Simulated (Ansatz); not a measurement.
# One shape, several levels: SnClF (SMILES [F][Sn][Cl])

Wanted: a comparison of 6 runs (B2PLYP/STO-3G, BLYP/STO-3G, UPBE0/STO-3G, r2SCAN/STO-3G, CCSDT(Q)/STO-3G, CCSD/STO-3G) of SnClF. 

The results are computed with Ansatz 0.2.0.

59 further runs of the same task are left out: 12 that didn't finish, 47 set aside as unsound or not needed.

## Step 1: The molecule

The species is SnClF (3 atoms), meant as a singlet with charge 0. As SMILES, `[F][Sn][Cl]`. The Sn2–F1 distance was set to 3.870 Å, away from the relaxed value. At this shape a bond of the SMILES string is far longer than usual.

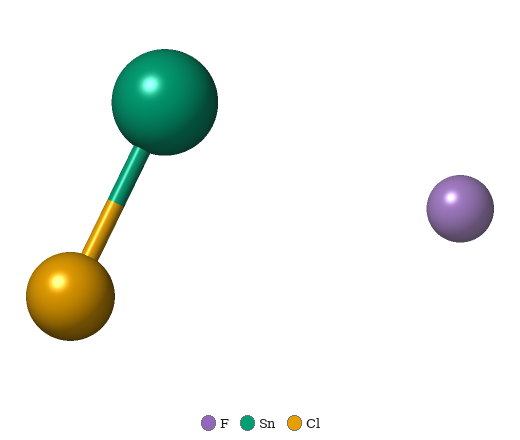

Viewed from a chosen angle; fluorine purple, tin teal, chlorine amber.

## Step 2: The energy at B2PLYP/STO-3G (run 1)

Contents of input.yaml:

```yaml
crystal:
  periodic: [false, false, false]
  atoms:
    - {symbol: F, position_ang: [-2.943487, -0.451895, -1.679492]}
    - {symbol: Sn, position_ang: [0.164300, 0.898100, 0.190700]}
    - {symbol: Cl, position_ang: [1.214300, -1.186000, 0.540500]}
basis:
  gaussian: {orbitals: STO-3G}
correlation: {frozen_orbitals: {Cl: 5, F: 1, Sn: 18}}
hamiltonian: {xc: {name: B2PLYP}}
accuracy: high
```

The run is started by

```
ansatz run input.yaml --threads 1 --pin off --max-ram 2610MiB --events-out events.jsonl --progress --plain --runs-dir runs
```

Output:

```text
Warning: RAYON_NUM_THREADS=1 ignored (pool sized by the plan → 1); use --threads N
Functional definition: B2PLYP
  name "B2PLYP"
  parameter a = 0.53
  parameter c = 0.27
  exchange = (1 - a)*b88_x + a*exact_x
  correlation = (1 - c)*lyp_c + c*(mp2_os + mp2_ss)
707 factors; integrals over basis functions are off by at most 2.6e-8 eV
mean field evaluation 1: about -177353.8594 eV, gradient 1.3e1 eV
mean field evaluation 2: about -177353.8755 eV, gradient 1.3e1 eV
mean field evaluation 4: about -177353.3484 eV, gradient 1.4e1 eV
mean field evaluation 8: about -177361.6504 eV, gradient 1.2e0 eV
mean field evaluation 16: about -177361.6653 eV, gradient 2.8e-8 eV
mean field evaluation 32: about -177361.6644 eV, gradient 9.2e-2 eV
mean field evaluation 64: about -177231.4734 eV, gradient 1.1e1 eV
mean field -177361.66532581 eV, -6517.9209806688 hartree, gradient 2.8e-8 eV, S^2 0.000000; 6 other end points of the search recorded, 0 dependent functions left out; unrestricted orbitals would lower it
24 core orbitals not correlated: weight in the atoms' cores, before any rotation towards them, 1.000 or more for the frozen orbitals, at most 0.000 for the correlated occupied ones
reference -177361.66534353 eV, -6517.9209813200 hartree; 14, 14 occupied and 3, 3 virtual orbitals, 707 factors
second order -10.80437288 eV of doubles, -0.00000000 eV of singles
Total energy: -177364.58252420 eV, -6518.0281857325 hartree
```

Wall time 4.8 s (1 thread of Arm Neoverse V1, shared host); peak memory 0.14 GiB.

## Step 3: The energy at BLYP/STO-3G (run 2)

Contents of run.yaml:

```yaml
basis:
  gaussian:
    orbitals: STO-3G
crystal:
  periodic: [false, false, false]
  atoms:
    - {symbol: F, position_ang: [-2.943487, -0.451895, -1.679492]}
    - {symbol: Sn, position_ang: [0.164300, 0.898100, 0.190700]}
    - {symbol: Cl, position_ang: [1.214300, -1.186000, 0.540500]}
hamiltonian:
  xc: {name: BLYP}
accuracy: high
```

The run is started by

```
ansatz run run.yaml --threads 1 --pin off --max-ram 2610MiB --events-out events.jsonl --progress --plain --runs-dir runs
```

Output, shortened:

```text
Warning: RAYON_NUM_THREADS=1 ignored (pool sized by the plan → 1); use --threads N
Functional definition: BLYP
  name "BLYP"
[...]
707 factors; integrals over basis functions are off by at most 2.6e-8 eV
[...]
mean field -177378.18069101 eV, -6518.5279091453 hartree, gradient 2.1e-8 eV, S^2 0.000000; 11 other end points of the search recorded, 0 dependent functions left out
reference -177378.18072918 eV, -6518.5279105482 hartree; 38, 38 occupied and 3, 3 virtual orbitals, 707 factors
Total energy: -177378.18072918 eV, -6518.5279105482 hartree
```

Run time: 13 s. Hardware: 1 thread of Arm Neoverse V1, shared host; peak memory 0.11 GiB.

## Step 4: The energy at UPBE0/STO-3G (run 3)

Contents of molecule.yaml:

```yaml
crystal:
  periodic: [false, false, false]
  atoms:
    - {symbol: F, position_ang: [-2.943487, -0.451895, -1.679492]}
    - {symbol: Sn, position_ang: [0.164300, 0.898100, 0.190700]}
    - {symbol: Cl, position_ang: [1.214300, -1.186000, 0.540500]}
basis:
  gaussian: {orbitals: STO-3G}
magnetization: {spin_polarized: true, initial_magnetization: 0}
hamiltonian: {xc: {name: PBE0}}
accuracy: high
```

The run is started by

```
ansatz run molecule.yaml --threads 1 --pin off --max-ram 2610MiB --events-out events.jsonl --progress --plain --runs-dir runs
```

Output:

```text
Warning: RAYON_NUM_THREADS=1 ignored (pool sized by the plan → 1); use --threads N
Functional definition: PBE0
  name "PBE0"
  parameter a = 0.25
  parameter kappa = 0.804
  parameter beta = 0.06672455060314922
  exchange = (1 - a)*pbe_x(kappa = kappa, mu = beta*pi^2/3) + a*exact_x
  correlation = pbe_c(beta = beta)
707 factors; integrals over basis functions are off by at most 2.6e-8 eV
mean field evaluation 1: about -177360.5213 eV, gradient 9.7e0 eV
mean field evaluation 2: about -177033.2848 eV, gradient 7.2e0 eV
mean field evaluation 4: about -177358.6286 eV, gradient 1.3e1 eV
mean field evaluation 8: about -177369.5258 eV, gradient 5.1e0 eV
mean field evaluation 16: about -177371.9247 eV, gradient 1.3e-1 eV
mean field evaluation 32: about -177366.0034 eV, gradient 1.4e1 eV
mean field evaluation 64: about -177371.9245 eV, gradient 2.2e-2 eV
mean field -177371.92578447 eV, -6518.2980455698 hartree, gradient 1.1e-8 eV, S^2 0.986092; 6 other end points of the search recorded, 0 dependent functions left out
reference -177371.92578576 eV, -6518.2980456174 hartree; 38, 38 occupied and 3, 3 virtual orbitals, 707 factors
Total energy: -177371.92578576 eV, -6518.2980456174 hartree
```

Run time: 25 s. Hardware: 1 thread of Arm Neoverse V1, shared host; peak memory 0.23 GiB.

Runs 4 to 5 aren't shown in full; the table further down has their settings and results.

## Step 5: A single-point energy at CCSD/STO-3G (run 6)

Contents of molecule.yaml:

```yaml
basis:
  gaussian:
    orbitals: STO-3G
crystal:
  periodic: [false, false, false]
  atoms:
    - symbol: F
      position_ang: [-2.943487, -0.451895, -1.679492]
    - symbol: Sn
      position_ang: [0.164300, 0.898100, 0.190700]
    - symbol: Cl
      position_ang: [1.214300, -1.186000, 0.540500]
accuracy: high
correlation:
  method: ccsd
  frozen_orbitals: {Cl: 5, F: 1, Sn: 18}
scf:
  omitted_lower_state_checks: [cluster_reference, increment]
```

The run is started by

```
ansatz run molecule.yaml --threads 1 --pin off --max-ram 2610MiB --events-out events.jsonl --progress --plain --runs-dir runs
```

Output:

```text
Warning: RAYON_NUM_THREADS=1 ignored (pool sized by the plan → 1); use --threads N
[... 18 lines left out ...]
24 core orbitals not correlated: weight in the atoms' cores, before any rotation towards them, 1.000 or more for the frozen orbitals, at most 0.000 for the correlated occupied ones
[... 61 lines left out ...]
WARN: these amplitudes may be one of several solutions (largest doubles amplitude 1.01, level shift 15.55 eV)
Total energy: -177306.99755239 eV, -6515.9119770509 hartree
Checks for a lower state left out: cluster_reference, increment
```

It took 4.2 s on 1 thread of Arm Neoverse V1, shared host; peak memory 0.1 GiB.

## Step 6: Overview of the runs

```csv
run,level,frozen core orbitals,energy (Eh),wall time
1,B2PLYP/STO-3G,24,-6518.028186,4.8 s
2,BLYP/STO-3G,–,-6518.527911,13 s
3,UPBE0/STO-3G,–,-6518.298046,25 s
4,r2SCAN/STO-3G,–,-6518.890271,47 s
5,CCSDT(Q)/STO-3G,24,-6515.913290,6 s
6,CCSD/STO-3G,24,-6515.911977,4.2 s
```

## Step 7: Summary of results

| quantity | value |
| --- | --- |
| run 6: total energy | -6515.91198 Eh |
| run 6: correlation energy (24 core orbitals frozen) | -259.5 mEh |
| run 6: T1 diagnostic | 0.053 |

In words: Totals of different functionals can't be ranked against each other. In run 6 the T1 diagnostic is large, so a single reference may not serve. In runs 1, 5, 6 the log says that unrestricted orbitals would lower the reference, so the values rest on an unstable closed-shell determinant (other closed-shell runs at this shape may share the fault). In runs 1, 2, 3, 4, 5, 6 the basis is minimal, so the values are rough. In runs 1, 2, 4, 6 a closed-shell determinant meets a far-stretched bond, which it describes badly. In runs 1, 2, 3, 4, 5, 6 relativity is left out where basis or elements ask for it. Spin contamination of the reference: run 3 ⟨S²⟩ = 0.99. Where it is this large, the reference is a mixture of spin states, and values that rest on it are in doubt. All runs together took 99 s, the longest 47 s.
